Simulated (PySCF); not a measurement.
# C3H7OPSi: geometry relaxation

The run: geometry relaxation of C3H7OPSi, SMILES P[SiH2]C1=COC1. Method and program: PBE0-D3(BJ)/def2-SVP geometry optimisation, gas phase (PySCF 2.14.0).

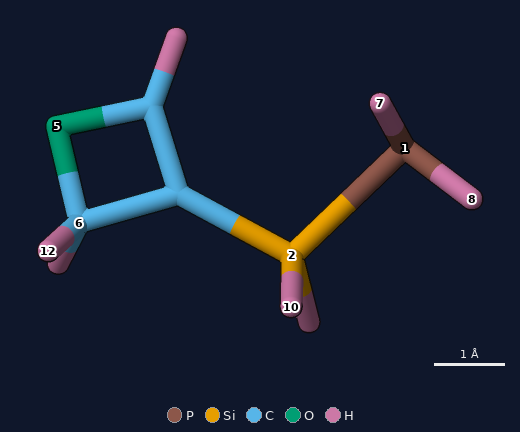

**Figure 1.** The structure as given in the input (stick view, seen at a tilt; atoms are numbered from 1 in the order of the input).

Input:
```
{"job": {"xc": "PBE0", "basis": "def2-SVP", "d3": "d3bj", "grid": 1, "shake": 0.01, "kind": "geom"}, "charge": 0, "multiplicity": 1}
P      2.618010     0.370880    -0.614650
Si     0.954220    -0.880690     0.229010
C     -0.649230     0.011160    -0.138820
C     -0.995200     1.164140    -0.708900
O     -2.381890     0.986970    -0.566700
C     -2.102590    -0.266080     0.079240
H      2.462320     1.418070     0.300460
H      3.621590    -0.194020     0.110140
H      1.005750    -2.166600    -0.437910
H      1.071810    -1.112210     1.689290
H     -0.605580     2.024460    -1.162590
H     -2.444940    -0.281690     1.118220
H     -2.548460    -1.091290    -0.490860
```

The first line tells a small driver script what to run in PySCF; the rest is the geometry in Å.

Hardware: 1 CPU thread, shared host.

Run as:
```bash
OMP_NUM_THREADS=1 python <driver script> task.json out
```

Log:
```
step   0  E = -823.72210566  max force = 0.055625
step   1  E = -823.73057055  max force = 0.012244
step   2  E = -823.73106491  max force = 0.003863
step   3  E = -823.73118505  max force = 0.001430
step   4  E = -823.73123376  max force = 0.000741
step   5  E = -823.73132391  max force = 0.001511
step   6  E = -823.73139717  max force = 0.002377
step   7  E = -823.73146163  max force = 0.001763
step   8  E = -823.73149455  max force = 0.001056
step   9  E = -823.73150862  max force = 0.000707
step  10  E = -823.73151688  max force = 0.000580
step  11  E = -823.73152716  max force = 0.000889
step  12  E = -823.73153378  max force = 0.000750
step  13  E = -823.73153793  max force = 0.000306
optimisation converged
```

Trajectory as extended XYZ (Å, eV, eV/Å), 8 of the 14 frames kept, from step=0 to step=13:
```
13
Properties=species:S:1:pos:R:3:forces:R:3 step=0 energy=-22414.62019
P     2.6180    0.3709   -0.6147   -0.8838   0.4626  -1.3947
Si    0.9542   -0.8807    0.2290   -0.4964   0.9730   0.2379
C    -0.6492    0.0112   -0.1388    1.9871  -1.4584   0.6345
C    -0.9952    1.1641   -0.7089   -2.8603  -1.4543   0.7742
O    -2.3819    0.9870   -0.5667    0.3608   1.1275  -0.3532
C    -2.1026   -0.2661    0.0792    0.1972   0.2724  -0.4637
H     2.4623    1.4181    0.3005   -0.1715   0.5100   0.4163
H     3.6216   -0.1940    0.1101    1.1890  -0.8149   0.8438
H     1.0057   -2.1666   -0.4379    0.0128  -0.8293  -0.3943
H     1.0718   -1.1122    1.6893    0.0426  -0.0880   0.2650
H    -0.6056    2.0245   -1.1626    0.7464   1.4146  -0.7745
H    -2.4449   -0.2817    1.1182   -0.1239   0.0522   0.2179
H    -2.5485   -1.0913   -0.4909    0.0001  -0.1675  -0.0094
13
Properties=species:S:1:pos:R:3:forces:R:3 step=2 energy=-22414.86398
P     2.5798    0.3887   -0.7619    0.0430   0.0074   0.0446
Si    0.9624   -0.9117    0.1507   -0.0125  -0.0171   0.0161
C    -0.6341   -0.0337   -0.1210    0.0829  -0.0006   0.1162
C    -1.0486    1.0877   -0.7529   -0.0905  -0.0354   0.0023
O    -2.3766    1.0416   -0.4659   -0.0555   0.1678   0.0497
C    -2.0914   -0.1746    0.2726    0.0450  -0.1067  -0.1987
H     2.4035    1.4191    0.2141    0.0105  -0.0090   0.0031
H     3.6396   -0.2393   -0.0329   -0.0384   0.0128  -0.0478
H     0.9965   -2.2408   -0.5385    0.0068   0.0063  -0.0037
H     1.1683   -1.1766    1.6105    0.0139   0.0100   0.0025
H    -0.6303    1.9076   -1.3469   -0.0117  -0.0740   0.0001
H    -2.3441   -0.0612    1.3380    0.0252   0.0452  -0.0101
H    -2.6376   -1.0236   -0.1669   -0.0186  -0.0067   0.0257
13
Properties=species:S:1:pos:R:3:forces:R:3 step=4 energy=-22414.86858
P     2.5719    0.4113   -0.7517   -0.0381   0.0301  -0.0064
Si    0.9642   -0.9060    0.1575   -0.0003  -0.0093  -0.0155
C    -0.6379   -0.0373   -0.1118   -0.0058   0.0116   0.0080
C    -1.0532    1.0782   -0.7542   -0.0038  -0.0351  -0.0015
O    -2.3801    1.0449   -0.4657   -0.0049  -0.0047  -0.0207
C    -2.0981   -0.1773    0.2686    0.0048   0.0055   0.0220
H     2.4214    1.4169    0.2530    0.0127  -0.0004   0.0123
H     3.6396   -0.2413   -0.0652    0.0211  -0.0221   0.0001
H     1.0069   -2.2281   -0.5437    0.0114  -0.0075   0.0028
H     1.1833   -1.1770    1.6141   -0.0066   0.0082   0.0018
H    -0.6306    1.8785   -1.3677    0.0107   0.0258  -0.0035
H    -2.3507   -0.0552    1.3330   -0.0049  -0.0012   0.0034
H    -2.6497   -1.0243   -0.1673    0.0036  -0.0008  -0.0029
13
Properties=species:S:1:pos:R:3:forces:R:3 step=6 energy=-22414.87303
P     2.5391    0.5013   -0.7078    0.0508  -0.0030   0.0591
Si    0.9660   -0.8781    0.1705    0.0180   0.0024  -0.0211
C    -0.6521   -0.0388   -0.1001    0.1012  -0.0477   0.0243
C    -1.0728    1.0514   -0.7810    0.0310  -0.0057  -0.0383
O    -2.4022    1.0030   -0.5096   -0.0803   0.0040   0.0177
C    -2.1125   -0.1931    0.2699    0.0127   0.1222  -0.0198
H     2.5097    1.3983    0.4077    0.0025  -0.0482  -0.0318
H     3.6393   -0.2567   -0.1910   -0.0630   0.0420  -0.0319
H     1.0513   -2.1870   -0.5564    0.0084   0.0307   0.0204
H     1.1946   -1.1629    1.6227   -0.0263  -0.0095   0.0017
H    -0.6471    1.8428   -1.4109   -0.0674  -0.0797   0.0694
H    -2.3793   -0.0343    1.3274    0.0088  -0.0196  -0.0444
H    -2.6471   -1.0628   -0.1421    0.0035   0.0120  -0.0053
13
Properties=species:S:1:pos:R:3:forces:R:3 step=7 energy=-22414.87478
P     2.5206    0.5628   -0.6713    0.0571  -0.0199   0.0469
Si    0.9701   -0.8583    0.1790    0.0162   0.0116  -0.0053
C    -0.6581   -0.0400   -0.0928    0.0639  -0.0324   0.0078
C    -1.0873    1.0309   -0.7988    0.0333   0.0225  -0.0526
O    -2.4182    0.9745   -0.5367   -0.0329  -0.0153   0.0475
C    -2.1194   -0.2013    0.2703   -0.0098   0.0906  -0.0245
H     2.5707    1.3722    0.5074   -0.0038  -0.0320  -0.0291
H     3.6307   -0.2514   -0.2765   -0.0552   0.0460  -0.0191
H     1.0867   -2.1544   -0.5656    0.0013   0.0253   0.0136
H     1.1938   -1.1582    1.6287   -0.0237  -0.0133   0.0005
H    -0.6655    1.8145   -1.4399   -0.0542  -0.0683   0.0510
H    -2.3953   -0.0230    1.3220    0.0079  -0.0193  -0.0336
H    -2.6418   -1.0851   -0.1268   -0.0001   0.0046  -0.0031
13
Properties=species:S:1:pos:R:3:forces:R:3 step=9 energy=-22414.87606
P     2.5232    0.5960   -0.6398   -0.0111  -0.0013  -0.0027
Si    0.9745   -0.8453    0.1771    0.0035   0.0106   0.0152
C    -0.6574   -0.0378   -0.0991   -0.0091  -0.0094  -0.0364
C    -1.1009    1.0201   -0.8164   -0.0124  -0.0004   0.0149
O    -2.4299    0.9592   -0.5420    0.0135  -0.0058   0.0000
C    -2.1170   -0.2054    0.2703   -0.0010   0.0046   0.0155
H     2.5985    1.3547    0.5675   -0.0013   0.0099   0.0084
H     3.6314   -0.2373   -0.2983    0.0101  -0.0071   0.0044
H     1.1099   -2.1306   -0.5793    0.0030  -0.0025  -0.0101
H     1.1724   -1.1646    1.6264   -0.0022  -0.0044  -0.0001
H    -0.6947    1.7972   -1.4695    0.0099   0.0116  -0.0143
H    -2.3903   -0.0265    1.3213   -0.0030  -0.0032   0.0084
H    -2.6326   -1.0965   -0.1193    0.0002  -0.0026  -0.0032
13
Properties=species:S:1:pos:R:3:forces:R:3 step=11 energy=-22414.87656
P     2.5343    0.6122   -0.6036   -0.0144   0.0109  -0.0105
Si    0.9776   -0.8458    0.1620   -0.0097  -0.0040   0.0106
C    -0.6544   -0.0412   -0.1226   -0.0304  -0.0011  -0.0084
C    -1.1092    1.0135   -0.8373   -0.0074  -0.0039   0.0027
O    -2.4339    0.9535   -0.5418    0.0095   0.0204  -0.0191
C    -2.1089   -0.2062    0.2696    0.0114  -0.0457   0.0268
H     2.5755    1.3617    0.6111   -0.0002   0.0070   0.0083
H     3.6410   -0.2157   -0.2455    0.0156  -0.0106   0.0080
H     1.1323   -2.1171   -0.6142    0.0038  -0.0006  -0.0086
H     1.1434   -1.1915    1.6095    0.0071   0.0000  -0.0026
H    -0.7150    1.7865   -1.5026    0.0160   0.0176  -0.0087
H    -2.3673   -0.0271    1.3245    0.0008   0.0080   0.0033
H    -2.6284   -1.0996   -0.1100   -0.0022   0.0021  -0.0017
13
Properties=species:S:1:pos:R:3:forces:R:3 step=13 energy=-22414.87685
P     2.5344    0.6274   -0.5703    0.0041   0.0031   0.0004
Si    0.9791   -0.8551    0.1487   -0.0034  -0.0061  -0.0032
C    -0.6536   -0.0535   -0.1415   -0.0090   0.0028   0.0157
C    -1.1058    1.0037   -0.8541    0.0110  -0.0003  -0.0116
O    -2.4281    0.9543   -0.5478   -0.0063   0.0093  -0.0038
C    -2.1049   -0.2059    0.2662    0.0057  -0.0133   0.0002
H     2.5333    1.3738    0.6478   -0.0008  -0.0032  -0.0012
H     3.6452   -0.1857   -0.1872   -0.0028   0.0031   0.0004
H     1.1564   -2.1099   -0.6501    0.0001   0.0025   0.0007
H     1.1275   -1.2253    1.5918    0.0023  -0.0014  -0.0012
H    -0.7091    1.7734   -1.5231   -0.0022  -0.0020   0.0085
H    -2.3507   -0.0183    1.3228    0.0024   0.0029  -0.0047
H    -2.6368   -1.0958   -0.1042   -0.0011   0.0025  -0.0002
```

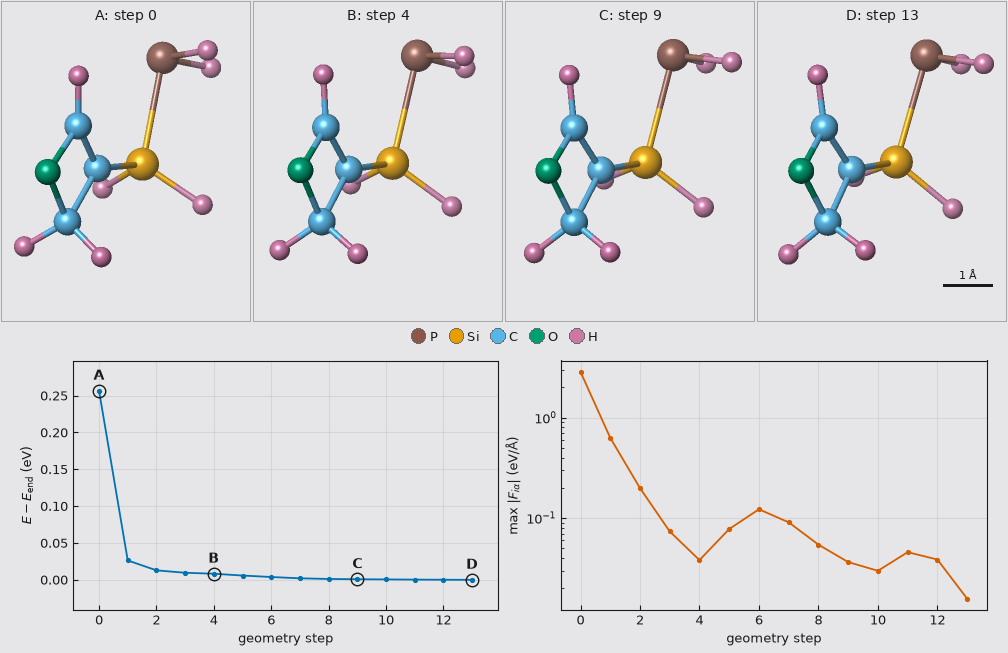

**Figure 2.** Frames of the relaxation (ball-and-stick view, seen at a tilt) above the curves, on which the letters mark them (steps are counted from 0).

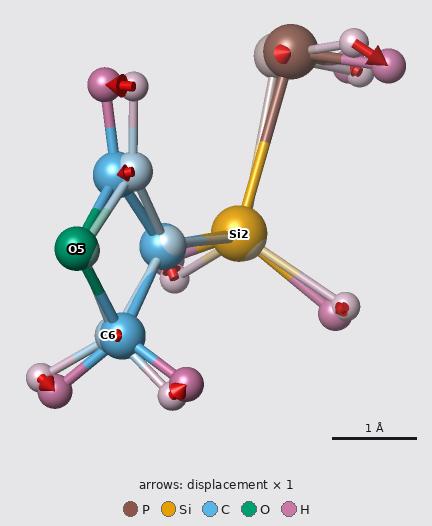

**Figure 3.** Start (faint) and end (solid) with the displacements as red arrows, at true length (ball-and-stick view, seen at a tilt). The two geometries are laid on each other by the best rigid fit. H7 moves most after the best rigid fit: 0.50 Å. Largest moves by element: H 0.50 Å, P 0.30 Å, C 0.22 Å, Si 0.06 Å, O 0.06 Å. Among the contacts that change: P1–H8 1.361 → 1.429 Å, Si2–H9 1.449 → 1.498 Å, C4–O5 1.405 → 1.358 Å, C4–H11 1.048 → 1.094 Å. Among the angles that change: C3–C4–H11 143.1° → 138.6°, C3–C4–O5 96.0° → 100.3°, C4–C3–C6 88.3° → 84.3°. Over 13 geometry steps the energy falls by 0.257 eV. Largest force component: 2.9 eV/Å at the start, 0.016 eV/Å at the end. (Atoms are counted from 1 in the order of the input.)

Results in brief:

- outcome: converged
- total energy: −823.731538 hartree
- dipole moment: 1.17 D
- point group: C1
- wall time: 98 s
- peak memory: 0.53 GiB
